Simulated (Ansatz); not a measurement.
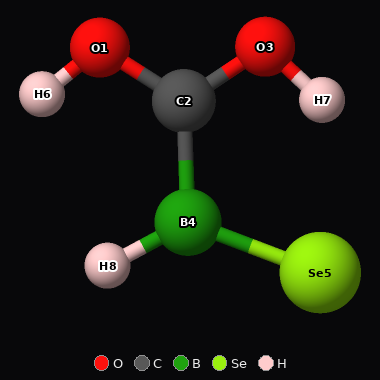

The system is CH₃BO₂Se; the picture shows the reference structure. First axis: dihedral H6–O1–C2–B4. Second axis: dihedral O1–C2–B4–Se5. Nothing is relaxed (all other coordinates rigid). Grid: 9 × 9 points; 41 points were computed and 40 follow by symmetry. Points are written as (first, second). Energies are in kJ/mol, from the lowest grid point. Theory: RKS B3LYP-D4/def2-TZVP in Ansatz.

Its coordinates:

| atom | x (Å) | y (Å) | z (Å) |
| --- | --- | --- | --- |
| O | -0.3798 | 1.1222 | 1.2553 |
| C | 0.2089 | 0.3825 | 0.3561 |
| O | 1.4697 | 0.5726 | 0.2799 |
| B | -0.5344 | -0.6680 | -0.5769 |
| Se | 0.6137 | -1.5439 | -1.7395 |
| H | -1.3291 | 0.9187 | 1.2498 |
| H | 1.7580 | -0.0742 | -0.4570 |
| H | -1.7150 | -0.7670 | -0.4233 |

Range: dihedral H6–O1–C2–B4 from −180 to 140°; dihedral O1–C2–B4–Se5 from −180 to 140°.

Q: What landscape does the calculation give?

A: The lowest grid point is at (−180°, −180°). Higher local minima lie near (−20°, −180°) (0.48 kJ/mol above the lowest at that grid point); (−20°, 20°) (20 kJ/mol above the lowest at that grid point). The highest grid point, (−100°, −60°), lies 122 kJ/mol above the lowest. On the interpolated surface the easiest way out of the lowest well to a well of about the same depth near (−20°, −180°) passes a barrier of about 64 kJ/mol. Round the minimum the two coordinates are weakly coupled (coupling 0.07 in units of the two stiffnesses).

| dihedral O1–C2–B4–Se5 ↓, dihedral H6–O1–C2–B4 → | −180 | −140 | −100 | −60 | −20 | 20 | 60 | 100 | 140 |
| --- | --- | --- | --- | --- | --- | --- | --- | --- | --- |
| 140 | 25 | 45 | 79 | 66 | 26 | 24 | 64 | 85 | 52 |
| 100 | 54 | 70 | 100 | 85 | 50 | 52 | 91 | 112 | 81 |
| 60 | 66 | 81 | 107 | 82 | 41 | 53 | 99 | 122 | 92 |
| 20 | 66 | 84 | 112 | 81 | 20 | 32 | 92 | 118 | 89 |
| −20 | 66 | 89 | 118 | 92 | 32 | 20 | 81 | 112 | 84 |
| −60 | 66 | 92 | 122 | 99 | 53 | 41 | 82 | 107 | 81 |
| −100 | 54 | 81 | 112 | 91 | 52 | 50 | 85 | 100 | 70 |
| −140 | 25 | 52 | 85 | 64 | 24 | 26 | 66 | 79 | 45 |
| −180 | 0 | 25 | 63 | 44 | 0 | 0 | 44 | 63 | 25 |

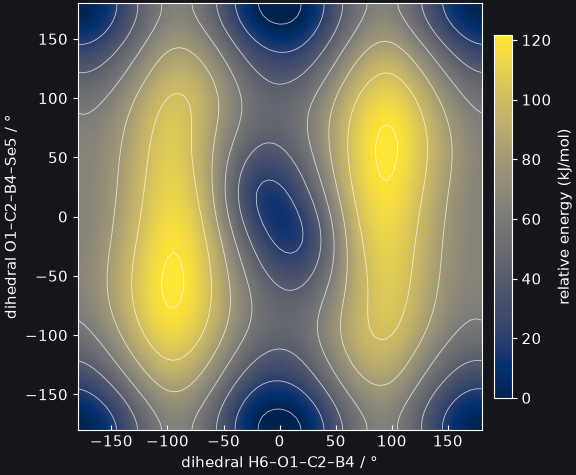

Drawn: a smooth colour map with a few white contour lines. Between grid points the surface is interpolated.

Time for the 41 points that were run: 5.9 min on 1 thread of Intel(R) Xeon(R) 6975P-C (Granite Rapids), on a shared host.
